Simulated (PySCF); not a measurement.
## Run report: SiH2OF (charge +1), single-point calculation

The run: single-point calculation of SiH2OF, charge +1. Method and program: M06-2X/STO-3G, RKS (PySCF 2.14.0).

The geometry is that of the parent species in another charge or spin state. The geometry comes from this level: PBE0-D4/def2-TZVP.

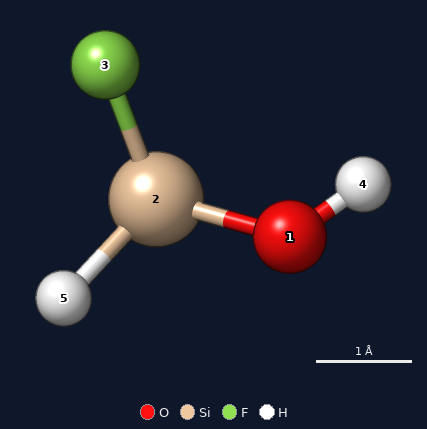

Figure 1. The input geometry (ball-and-stick view, seen at an oblique angle; atoms are numbered from 1 in the order of the input).

Key numbers:

| quantity | value |
| --- | --- |
| outcome | converged |
| total energy | −459.659964 hartree |
| basis functions | 21 |
| HOMO | −15.73 eV |
| LUMO | −7.68 eV |
| hardware | 1 thread of Arm Neoverse V1, 24 GiB of memory available, shared host |
| wall time | 5.1 s |
| peak memory | 0.21 GiB |

The record of the run, not the program, notes: dipole of an ion depends on the origin.

The input (job.py):
```python
from pyscf import gto, dft

system = gto.Mole()
system.atom = 'input.xyz'
system.charge = 1
system.verbose = 3
system.spin = 0
system.max_memory = 1860
system.basis = 'sto-3g'
system.build()

mf = dft.RKS(system)
mf.xc = 'm06-2x'
mf.conv_tol = 1e-10
mf.grids.level = 5
mf.kernel()
if not mf.converged:
    mf = mf.newton().run(mf.mo_coeff, mf.mo_occ)

etot = mf.e_tot
print('E(%s) = %.9f' % ('M06-2X', etot))
```

File input.xyz:
```
5

O     -0.615200    -0.884600    -0.276300
Si     0.283900     0.245700     0.493100
F      0.207000     1.646500    -0.283100
H     -1.564500    -0.765100    -0.338000
H      1.688800    -0.242600     0.404400
```

Run as:
```bash
OMP_NUM_THREADS=1 python job.py
```

What the program printed:
```
converged SCF energy = -459.659964068124
E(M06-2X) = -459.659964068
```

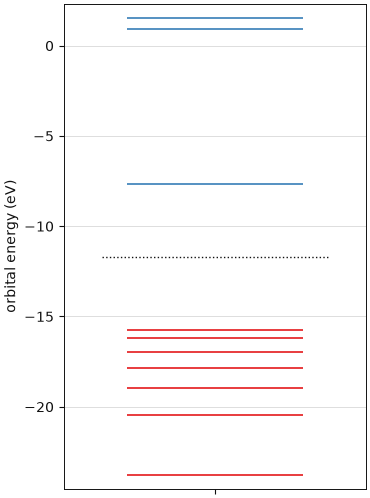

Figure 2. Orbital energies near the frontier; the dotted line parts filled from empty levels, and levels within 0.02 eV of each other stand side by side. Highest filled −15.73 eV, lowest empty −7.68 eV, 8.05 eV apart.
